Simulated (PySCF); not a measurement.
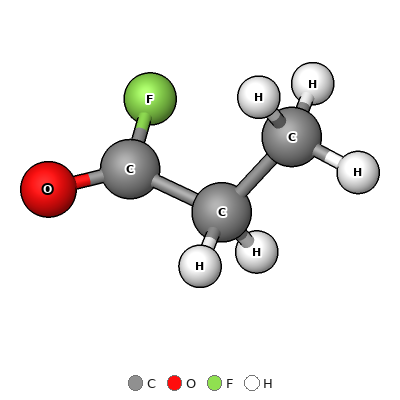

The molecule: C₃H₅FO (propanoyl fluoride), SMILES CCC(=O)F.

Simulated rotational absorption lines between 26 and 40 GHz at 3 K: rigid rotor with the equilibrium constants and dipole of one optimised conformer (PBE0-D3(BJ)/def2-SVP, PySCF), commonest isotopes; no centrifugal distortion, hyperfine structure, internal rotation or nuclear-spin weights; lines within 1 MHz of each other are summed. Lines of different type are drawn apart.

### What are the rotational constants, and what kind of rotor is it?

Rotational constants A, B, C = 8.992, 3.987, 3.089 GHz; Ray's κ = −0.70, an asymmetric top on the prolate side.

### Assign the strongest lines, as J(Ka,Kc).

```csv
GHz,upper,lower,type,relative intensity
33.55,"5(0,5)","4(0,4)",a,1.00
37.05,"5(1,4)","4(1,3)",a,0.97
39.67,"6(0,6)","5(0,5)",a,0.94
32.73,"5(1,5)","4(1,4)",a,0.90
```

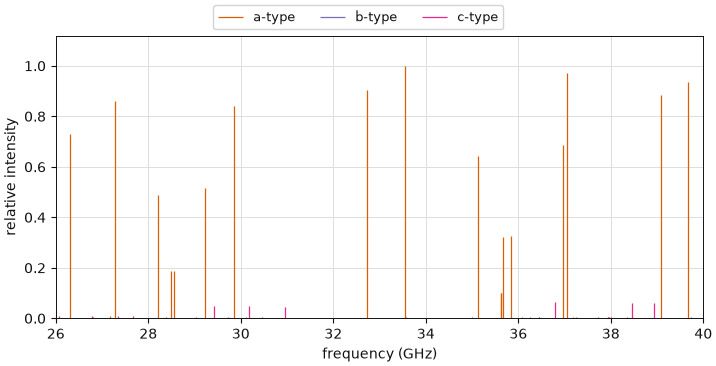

Note: coarse grid, loose stop and no frequency check, small forces are noise and the end may be a saddle.
